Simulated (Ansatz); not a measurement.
## TaCu3Se3O: complex band structure: relaxing the new crystal

Ansatz 0.2.0; r2SCAN DFT, plane waves, PAW files.

The structure was built from a prototype and need not be the compound's stable phase.

The structure is trigonal, space group R3m (No. 160). Conventional cell: a = 7.823 Å, b = 7.823 Å, c = 9.733 Å, α = 90.00°, β = 90.00°, γ = 120.00°. Nearest to Ta lie 1 O at 2.28 Å and 3 Se at 2.41 Å. Nearest to Cu lie 1 O at 2.30 Å and 3 Se at 2.43 to 2.45 Å. Se has 1 Ta at 2.41 Å and 3 Cu at 2.43 to 2.45 Å nearest. O has 1 Ta at 2.28 Å and 3 Cu at 2.30 Å nearest. It derives from TaCu3Se3S. O for S in the TaCu3Se3S structure of space group R3m. Farther neighbours and most contacts between anions are not listed.

The steps of the relaxation:

| step | energy less that of the first step (eV) | largest force component (eV/Å) | pressure (GPa) | volume (Å³) |
| --- | --- | --- | --- | --- |
| 1 | 0.0000 | 4.8408 | -3.43 | 171.97 |
| 2 | -1.2770 | 2.3873 | -1.18 | 169.75 |
| 3 | -1.1607 | 5.4248 | 3.99 | 169.77 |
| 4 | -1.4397 | 1.1171 | -0.34 | 169.57 |
| 5 | -1.5055 | 0.6014 | 0.53 | 170.77 |
| 6 | -1.5220 | 0.0474 | 0.09 | 171.01 |
| 7 | -1.5226 | 0.0297 | -0.11 | 171.37 |
| 8 | -1.5238 | 0.0216 | -0.03 | 170.80 |
| 9 | -1.5241 | 0.0075 | 0.00 | 170.67 |
| 10* | -1.5240 | 0.0079 | 0.00 | 170.67 |

Relaxation steps marked * repeat the geometry before them on a plane-wave basis chosen anew for their cell, so energy and pressure can jump there. Relaxation step 3 was tried and not accepted.

The run keeps the 6 symmetry operations that it works with, so distortions that break them were not tested.

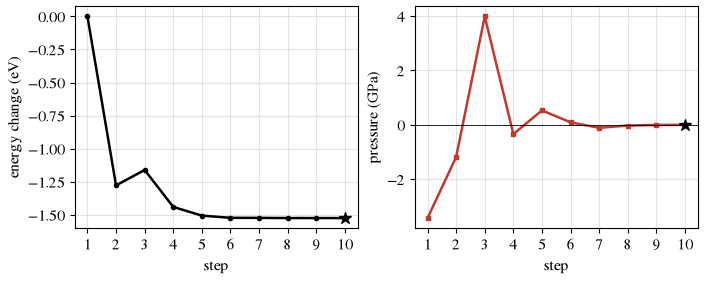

Energy and pressure along the relaxation. Stars mark steps on a basis chosen anew.

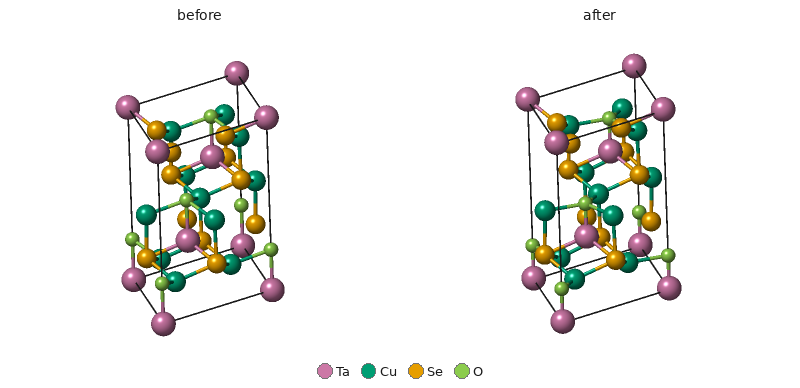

The structure before and after the relaxation, drawn at the same scale. Bonds to atoms that aren't drawn are left out.

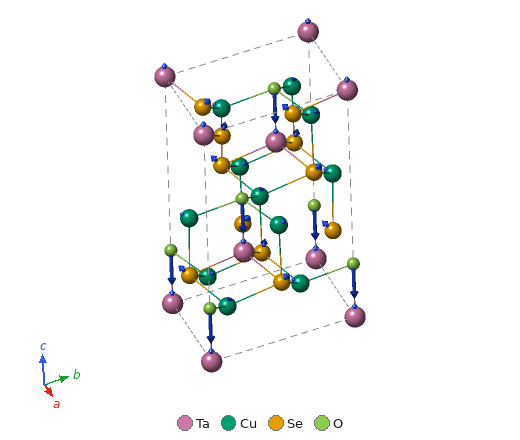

Displacements in the relaxation, exaggerated, measured against the changing cell; the longest in the cell stands for 0.43 Å. Bonds to atoms that aren't drawn are left out. Some periodic images of atoms are drawn too.

| conventional cell, symmetrised | before | after | change |
| --- | --- | --- | --- |
| a (Å) | 7.823 | 7.650 | -2.2 % |
| b (Å) | 7.823 | 7.650 | -2.2 % |
| c (Å) | 9.733 | 10.102 | +3.8 % |
| volume (Å³/atom) | 21.50 | 21.33 | -0.8 % |

The atoms that moved most (Å, as changes of fractional coordinates times the final cell):

| atom | dx | dy | dz | length |
| --- | --- | --- | --- | --- |
| O8 | 0.000 | 0.000 | -0.434 | 0.434 |
| Se5 | 0.000 | -0.084 | 0.088 | 0.122 |
| Se7 | 0.073 | 0.042 | 0.088 | 0.122 |
| Se6 | -0.073 | 0.042 | 0.088 | 0.122 |
| Ta1 | 0.000 | 0.000 | 0.086 | 0.086 |
| Cu4 | 0.000 | -0.041 | 0.028 | 0.050 |
| Cu3 | -0.036 | 0.021 | 0.028 | 0.050 |
| Cu2 | 0.036 | 0.021 | 0.028 | 0.050 |

This step gave:

- free energy: -46844.3098 eV
- Fermi energy: 8.854 eV
- pressure: -6.22e-4 GPa

What was run to get this?

The system, level and task follow from the heading and the kind of results. Meshes, cutoffs and thresholds can't be read from the results; these are the ones that the run used.

input.yaml

```yaml
crystal:
  lattice:
    - [3.9117077712, 2.2584255347, 3.2443202274]
    - [-3.9117077712, 2.2584255347, 3.2443202274]
    - [0.0, -4.5168510694, 3.2443202274]
  atoms:
    - { symbol: Ta, position: [0.99953, 0.99953, 0.99953] }
    - { symbol: Cu, position: [0.497648, 0.0063, 0.0063] }
    - { symbol: Cu, position: [0.0063, 0.497648, 0.0063] }
    - { symbol: Cu, position: [0.0063, 0.0063, 0.497648] }
    - { symbol: Se, position: [0.750344, 0.750344, 0.25581] }
    - { symbol: Se, position: [0.750344, 0.25581, 0.750344] }
    - { symbol: Se, position: [0.25581, 0.750344, 0.750344] }
    - { symbol: O, position: [0.233723, 0.233723, 0.233723] }
kpoints:
  mp_grid: { grid: [4, 4, 4] }
scf:
  occupations: { method: gaussian, width: 0.03 }
hamiltonian:
  xc: r2scan
output:
  forces: true
  stress: true
relax:
  f_tol: 0.02
  max_steps: 60
  cell: {}
```

Command:

```
ansatz run input.yaml --threads 2 --pin off --max-ram 4096MiB --backend cpu --events-out ev --progress --plain --runs-dir out
```

[Logs are printed without paths, hosts, clocks, repeated set-up lines and the standing remarks that a program may print on its own settings, such as how far it seeks lower states.]

[Hosts, paths, dates, database ids (printed as entryN), source tags and the programs' standing remarks are cut or masked in the printed files.]
